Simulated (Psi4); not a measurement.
Interaction energy of CH4 ··· BCl3 (SMILES C and ClB(Cl)Cl). Monomers: optimised at B3LYP-D3(BJ) (def2-TZVP), held rigid. Orientation: a random orientation, not optimised. The monomers approach along the line of their centres of mass (distance R); nothing else relaxes.

Geometry at R = 5.20 Å (first 5 atoms: monomer A):
```
9

C      0.0000     0.0000     0.0000
H     -0.2699    -0.0633     1.0533
H      0.1603     1.0425    -0.2716
H     -0.8046    -0.4136    -0.6065
H      0.9142    -0.5655    -0.1752
Cl     4.5667     4.0178    -2.6872
B      3.3251     3.7054    -1.5012
Cl     1.8442     2.9141    -1.9771
Cl     3.5645     4.1841     0.1600
```

Computed with SAPT0/jun-cc-pVDZ, frozen core run with Psi4.

Components in kcal/mol:

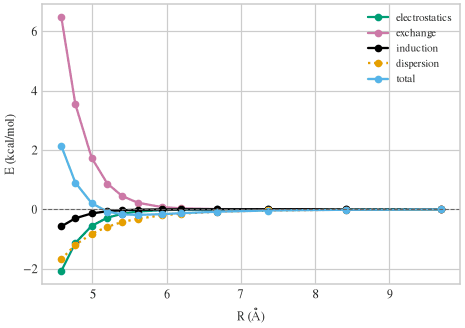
*Components of the interaction energy.*

```json
[
 {"R / Å": "4.58", "electrostatics": "-2.08", "exchange": "6.48", "induction": "-0.58", "dispersion": "-1.68", "total": "2.14"},
 {"R / Å": "4.77", "electrostatics": "-1.14", "exchange": "3.54", "induction": "-0.30", "dispersion": "-1.20", "total": "0.90"},
 {"R / Å": "4.99", "electrostatics": "-0.56", "exchange": "1.73", "induction": "-0.14", "dispersion": "-0.83", "total": "0.20"},
 {"R / Å": "5.20", "electrostatics": "-0.29", "exchange": "0.87", "induction": "-0.07", "dispersion": "-0.59", "total": "-0.08"},
 {"R / Å": "5.40", "electrostatics": "-0.15", "exchange": "0.45", "induction": "-0.03", "dispersion": "-0.43", "total": "-0.17"},
 {"R / Å": "5.61", "electrostatics": "-0.08", "exchange": "0.22", "induction": "-0.02", "dispersion": "-0.32", "total": "-0.19"},
 {"R / Å": "5.93", "electrostatics": "-0.03", "exchange": "0.07", "induction": "-0.01", "dispersion": "-0.21", "total": "-0.17"},
 {"R / Å": "6.19", "electrostatics": "-0.01", "exchange": "0.03", "induction": "0.00", "dispersion": "-0.15", "total": "-0.13"},
 {"R / Å": "6.68", "electrostatics": "0.00", "exchange": "0.01", "induction": "0.00", "dispersion": "-0.08", "total": "-0.08"},
 {"R / Å": "7.37", "electrostatics": "0.00", "exchange": "0.00", "induction": "0.00", "dispersion": "-0.04", "total": "-0.04"},
 {"R / Å": "8.41", "electrostatics": "0.00", "exchange": "0.00", "induction": "0.00", "dispersion": "-0.02", "total": "-0.02"},
 {"R / Å": "9.70", "electrostatics": "0.00", "exchange": "0.00", "induction": "0.00", "dispersion": "-0.01", "total": "-0.01"}
]
```
